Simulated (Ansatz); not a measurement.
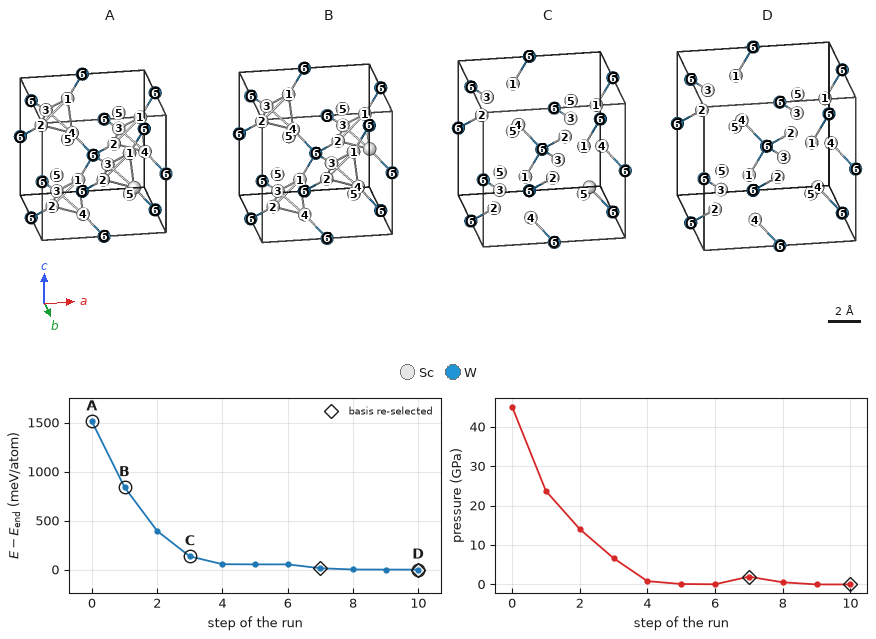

Frames of a relaxation of a crystal of Sc5W (a generated structure, set up in F-43m) (coarse preliminary run), marked on the history of the run. A ball-and-stick model of the conventional cell (4 times the calculation's cell), seen from a free direction. Lengths and directions refer to the drawn axes.

All numbers below come from DFT PBE, scalar-relativistic, plane waves, PAW in Ansatz.

The input:
```yaml
crystal:
  lattice:
    - [0.0, 3.9643148, 3.9643148]
    - [3.9643148, 0.0, 3.9643148]
    - [3.9643148, 3.9643148, 0.0]
  atoms:
    - { symbol: Sc, position: [0.35589614, 0.35589614, 0.35589614] }
    - { symbol: Sc, position: [0.35589614, 0.35589614, 0.93231159] }
    - { symbol: Sc, position: [0.35589614, 0.93231159, 0.35589614] }
    - { symbol: Sc, position: [0.93231159, 0.35589614, 0.35589614] }
    - { symbol: Sc, position: [0.75, 0.75, 0.75] }
    - { symbol: W, position: [0.5, 0.5, 0.5] }
basis:
  ecutwfc: 420
kpoints:
  mp_grid: { grid: [4, 4, 4] }
hamiltonian:
  xc: pbe
scf:
  occupations: { method: gaussian, width: 0.1 }
  lower_state_search: "off"
output:
  forces: true
  stress: true
  eigenvalues: true
relax:
  adjacent_minimum: "off"
  f_tol: 0.04
  max_steps: 70
  cell: { stress_tol: 0.4 }
```

Command:
```bash
ansatz run input.yaml --threads 1 --pin off --max-ram 2560MiB --backend cpu --events-out ev --progress --plain --runs-dir out
```

Question: What happens along the run?

Answer: The largest moves relative to the cell, 0.10 Å, are those of Sc1, Sc2, Sc3 and Sc4. Sc3 goes along [−1 1 1]. W stays in place. Cell: a = b = c 7.929 → 9.703 Å (+22.4 %). Volume +83.3 %. Near-neighbour distances that change, for instance: Sc1–Sc5 3.343 → 4.066 Å, Sc1–Sc2 2.375 → 3.076 Å, Sc1–Sc2 (another image) 3.232 → 3.786 Å, Sc1–W6 1.979 → 2.318 Å. The space group stays F-43m (No. 216). Over 8 accepted moves (10 points after the start) the energy falls by 1511 meV per atom. The largest force component goes from 1.7 to 0.0068 eV/Å. Pressure: 45.10 GPa at the start and −0.04 GPa at the end. At 2 points the geometry stayed and the basis and grid were re-selected for the new cell (energy shift of 39.3 meV per atom at most each time). Cost: 52 s on 1 thread of Arm Neoverse V2 (shared host), peak memory 0.43 GiB. From step 0 to 1: Sc atoms move most (0.05 Å), volume +15.3 %, energy −671 meV per atom. From step 1 to 3: Sc atoms move most (0.11 Å), volume +30.5 %, energy −705 meV per atom. From step 3 to 10: Sc atoms move most (0.04 Å), volume +21.8 %, energy −135 meV per atom.

```json
{"step": "0", "E − E(0), meV/atom": "0.00", "largest force component, eV/Å": "1.6521", "pressure, GPa": "45.10", "volume, Å³/atom": "20.767", "note": ""}
{"step": "1", "E − E(0), meV/atom": "-670.70", "largest force component, eV/Å": "0.8369", "pressure, GPa": "23.70", "volume, Å³/atom": "23.950", "note": ""}
{"step": "2", "E − E(0), meV/atom": "-1116.83", "largest force component, eV/Å": "0.5938", "pressure, GPa": "14.02", "volume, Å³/atom": "27.441", "note": ""}
{"step": "3", "E − E(0), meV/atom": "-1376.02", "largest force component, eV/Å": "0.0702", "pressure, GPa": "6.63", "volume, Å³/atom": "31.263", "note": ""}
{"step": "4", "E − E(0), meV/atom": "-1455.96", "largest force component, eV/Å": "0.1459", "pressure, GPa": "0.79", "volume, Å³/atom": "35.015", "note": ""}
{"step": "5", "E − E(0), meV/atom": "-1457.63", "largest force component, eV/Å": "0.0498", "pressure, GPa": "0.07", "volume, Å³/atom": "35.463", "note": ""}
{"step": "6", "E − E(0), meV/atom": "-1457.74", "largest force component, eV/Å": "0.0002", "pressure, GPa": "0.00", "volume, Å³/atom": "35.477", "note": ""}
{"step": "7", "E − E(0), meV/atom": "-1497.07", "largest force component, eV/Å": "0.0059", "pressure, GPa": "1.92", "volume, Å³/atom": "35.477", "note": "same geometry, new basis"}
{"step": "8", "E − E(0), meV/atom": "-1509.98", "largest force component, eV/Å": "0.0099", "pressure, GPa": "0.50", "volume, Å³/atom": "37.264", "note": ""}
{"step": "9", "E − E(0), meV/atom": "-1510.96", "largest force component, eV/Å": "0.0068", "pressure, GPa": "-0.04", "volume, Å³/atom": "38.067", "note": ""}
{"step": "10", "E − E(0), meV/atom": "-1511.26", "largest force component, eV/Å": "0.0068", "pressure, GPa": "-0.04", "volume, Å³/atom": "38.067", "note": "same geometry, new basis"}
```
